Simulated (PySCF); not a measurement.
# MP2/aug-cc-pVDZ run of CH3ClGeS (SMILES C[S][Ge][Cl])

What is the vertical ionisation energy of CH3ClGeS at MP2/aug-cc-pVDZ? Input form: a Python script.

The calculation is run with PySCF 2.14.0.

## Step 1: Starting point

CH3ClGeS: 7 atoms, total charge 0, spin state singlet. As SMILES, `C[S][Ge][Cl]`. The coordinates come from a PBE0-D4/def2-TZVP relaxation. This is one conformer, not always the lowest.

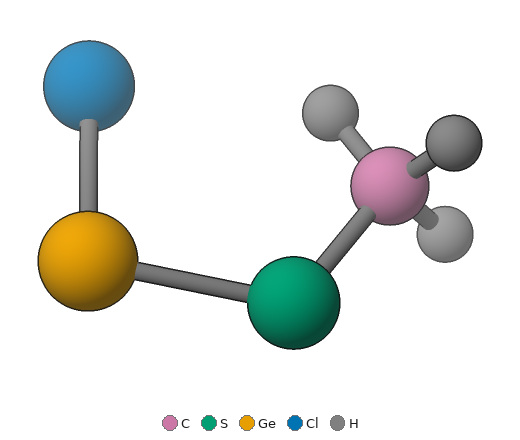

Viewed from a chosen angle; carbon pink, sulfur teal, germanium amber, chlorine blue, hydrogen grey.

## Step 2: The energy at MP2/aug-cc-pVDZ

The input, run.py:

```python
from pyscf import gto, mp

mol = gto.M(
    atom='''
C       -0.339000       0.711200      -0.543400
S        0.724500      -0.654600      -1.064400
Ge       1.201700      -2.013500       0.623400
Cl       0.121300      -1.067800       2.295100
H        0.172300       1.646800      -0.767100
H       -1.267200       0.659600      -1.111400
H       -0.552400       0.650100       0.522400
''',
    max_memory=1860,
    basis='aug-cc-pvdz',
    verbose=4,
    charge=0,
)

mf = mol.RHF()
mf.conv_tol = 1e-10
mf.kernel()
if not mf.converged:
    mf = mf.newton().run(mf.mo_coeff, mf.mo_occ)

pt = mp.MP2(mf, frozen=20).run()
e_tot = pt.e_tot
print('E = %.10f Eh' % e_tot)
```

Started as:

```bash
$ OMP_NUM_THREADS=1 python run.py
```

Output:

```text
PySCF version 2.14.0

[INPUT] num. atoms = 7
[INPUT] num. electrons = 74
[INPUT] charge = 0
[INPUT] spin (= nelec alpha-beta = 2S) = 0
[INPUT] symmetry False subgroup None
[INPUT] Mole.unit = angstrom
[INPUT] Symbol           X                Y                Z      unit          X                Y                Z       unit  Magmom
[INPUT]  1 C     -0.339000000000   0.711200000000  -0.543400000000 AA   -0.640617156228   1.343973219791  -1.026877176089 Bohr   0.0
[INPUT]  2 S      0.724500000000  -0.654600000000  -1.064400000000 AA    1.369106577247  -1.237014721140  -2.011424486987 Bohr   0.0
[INPUT]  3 Ge     1.201700000000  -2.013500000000   0.623400000000 AA    2.270883883890  -3.804963551812   1.178055266054 Bohr   0.0
[INPUT]  4 Cl     0.121300000000  -1.067800000000   2.295100000000 AA    0.229223778910  -2.017849555811   4.337110428489 Bohr   0.0
[INPUT]  5 H      0.172300000000   1.646800000000  -0.767100000000 AA    0.325599811263   3.112000981934  -1.449608910154 Bohr   0.0
[INPUT]  6 H     -1.267200000000   0.659600000000  -1.111400000000 AA   -2.394660945049   1.246463351763  -2.100241614842 Bohr   0.0
[INPUT]  7 H     -0.552400000000   0.650100000000   0.522400000000 AA   -1.043884711210   1.228510953580   0.987192927473 Bohr   0.0

nuclear repulsion = 410.939753293134
number of shells = 48
number of NR pGTOs = 254
number of NR cGTOs = 140
basis = aug-cc-pvdz
ecp = {}

******** <class 'pyscf.scf.hf.RHF'> ********
method = RHF
initial guess = minao
damping factor = 0
level_shift factor = 0
DIIS = <class 'pyscf.scf.diis.CDIIS'>
diis_start_cycle = 1
diis_space = 8
diis_damp = 0
SCF conv_tol = 1e-10
SCF conv_tol_grad = None
SCF max_cycles = 50
direct_scf = True
direct_scf_tol = 1e-13
Set gradient conv threshold to 1e-05
Initial guess from minao.
init E= -2971.63241013772
  HOMO = -0.246412188442187  LUMO = -0.0322743219787451  gap/eV = 5.82699
cycle= 1 E= -2972.00359016137  delta_E= -0.371  |g|= 0.378  |ddm|= 2.79
  HOMO = -0.369023165851872  LUMO = -0.022399698987372  gap/eV = 9.43210
cycle= 2 E= -2972.05174546306  delta_E= -0.0482  |g|= 0.182  |ddm|= 0.66
  HOMO = -0.357552246715618  LUMO = 0.00912983320651772  gap/eV = 9.97793
cycle= 3 E= -2972.06190580571  delta_E= -0.0102  |g|= 0.0348  |ddm|= 0.223
  HOMO = -0.35744539715536  LUMO = 0.011839260307033  gap/eV = 10.04875
cycle= 4 E= -2972.06284469295  delta_E= -0.000939  |g|= 0.00838  |ddm|= 0.0981
  HOMO = -0.357992635190578  LUMO = 0.0118533116274389  gap/eV = 10.06402
cycle= 5 E= -2972.06291265401  delta_E= -6.8e-05  |g|= 0.00377  |ddm|= 0.0255
  HOMO = -0.358163226617559  LUMO = 0.0116355931281107  gap/eV = 10.06274
cycle= 6 E= -2972.06292465524  delta_E= -1.2e-05  |g|= 0.00117  |ddm|= 0.01
  HOMO = -0.358061159281071  LUMO = 0.011738435801889  gap/eV = 10.06276
cycle= 7 E= -2972.06292658373  delta_E= -1.93e-06  |g|= 0.000357  |ddm|= 0.0048
  HOMO = -0.358048212298526  LUMO = 0.0117256369651075  gap/eV = 10.06206
cycle= 8 E= -2972.06292673882  delta_E= -1.55e-07  |g|= 0.000136  |ddm|= 0.00125
  HOMO = -0.358040260670955  LUMO = 0.0117221285955043  gap/eV = 10.06175
cycle= 9 E= -2972.06292675836  delta_E= -1.95e-08  |g|= 4.35e-05  |ddm|= 0.00041
  HOMO = -0.358039980605719  LUMO = 0.0117199017413658  gap/eV = 10.06168
cycle= 10 E= -2972.06292676117  delta_E= -2.81e-09  |g|= 1.55e-05  |ddm|= 0.00016
  HOMO = -0.35803933288294  LUMO = 0.0117200200572194  gap/eV = 10.06166
cycle= 11 E= -2972.06292676149  delta_E= -3.17e-10  |g|= 5.3e-06  |ddm|= 5.49e-05
  HOMO = -0.358039906327479  LUMO = 0.0117196228195211  gap/eV = 10.06167
cycle= 12 E= -2972.06292676153  delta_E= -3.73e-11  |g|= 1.45e-06  |ddm|= 2.06e-05
  HOMO = -0.358039614257437  LUMO = 0.0117198622034285  gap/eV = 10.06167
Extra cycle  E= -2972.06292676153  delta_E= -9.09e-13  |g|= 6.82e-07  |ddm|= 3.17e-06
converged SCF energy = -2972.06292676153

******** <class 'pyscf.mp.mp2.RMP2'> ********
nocc = 17, nmo = 120
frozen orbitals 20
E(RMP2) = -2972.60284090906  E_corr = -0.5399141475333
E(SCS-RMP2) = -2972.5906642442  E_corr = -0.527737482670887
E_corr(same-spin) = -0.138645570425853
E_corr(oppo-spin) = -0.401268577107447
E = -2972.6028409091 Eh
```

Wall time 9.9 s (1 thread of Arm Neoverse V1, shared host); peak memory 0.64 GiB.

## Step 3: The doublet cation at the same level

The input, job.py:

```python
from pyscf import gto, mp

molecule = gto.M(
    atom='''
C     -0.339000     0.711200    -0.543400
S      0.724500    -0.654600    -1.064400
Ge     1.201700    -2.013500     0.623400
Cl     0.121300    -1.067800     2.295100
H      0.172300     1.646800    -0.767100
H     -1.267200     0.659600    -1.111400
H     -0.552400     0.650100     0.522400
''',
    verbose=3,
    charge=1,
    max_memory=1860,
    spin=1,
    basis='aug-cc-pvdz',
)

mf = molecule.UHF()
mf.conv_tol = 1e-10
mf.kernel()
if not mf.converged:
    mf = mf.newton().run(mf.mo_coeff, mf.mo_occ)

pt = mp.MP2(mf, frozen=20).run()
e_tot = pt.e_tot
print('E = %.10f Eh' % e_tot)
```

Started as:

```bash
$ OMP_NUM_THREADS=1 python job.py
```

Output:

```text
converged SCF energy = -2971.74126502348  <S^2> = 0.78778568  2S+1 = 2.0374353
E(UMP2) = -2972.25694054873  E_corr = -0.515675525250733
E(SCS-UMP2) = -2972.24462779098  E_corr = -0.503362767500438
E = -2972.2569405487 Eh
```

It took 25 s on 1 thread of Arm Neoverse V1, shared host; peak memory 0.68 GiB.

## Step 4: Outcome

Level: MP2/aug-cc-pVDZ, 20 core orbitals frozen.

```
                                                                  quantity           value
                                            singlet CH3ClGeS: total energy  -2972.60284 Eh
                    singlet CH3ClGeS: dipole moment (Hartree–Fock density)          0.85 D
                     singlet CH3ClGeS: HOMO energy (Hartree–Fock orbitals)        -9.74 eV
                     singlet CH3ClGeS: LUMO energy (Hartree–Fock orbitals)         0.32 eV
                   singlet CH3ClGeS: HOMO–LUMO gap (Hartree–Fock orbitals)        10.06 eV
            singlet CH3ClGeS: correlation energy (20 core orbitals frozen)      -539.9 mEh
                                              doublet cation: total energy  -2972.25694 Eh
doublet cation: HOMO energy (Hartree–Fock orbitals) (highest over α and β)       -15.80 eV
 doublet cation: LUMO energy (Hartree–Fock orbitals) (lowest over α and β)        -7.79 eV
              doublet cation: correlation energy (20 core orbitals frozen)      -515.7 mEh
                         doublet cation: ⟨S²⟩ of the reference determinant           0.788
                        vertical ionisation energy (to the doublet cation)        9.412 eV
```

**Reading.** The vertical ionisation energy comes to 9.41 eV (908 kJ/mol). Mulliken charges (singlet CH3ClGeS) of the mean-field density run from -0.63 on Cl4 to +1.01 on Ge3; in a basis this large or diffuse they mean little. Mulliken charges (doublet cation) of the mean-field density run from -0.45 on Cl4 to +1.43 on Ge3; in a basis this large or diffuse they mean little.
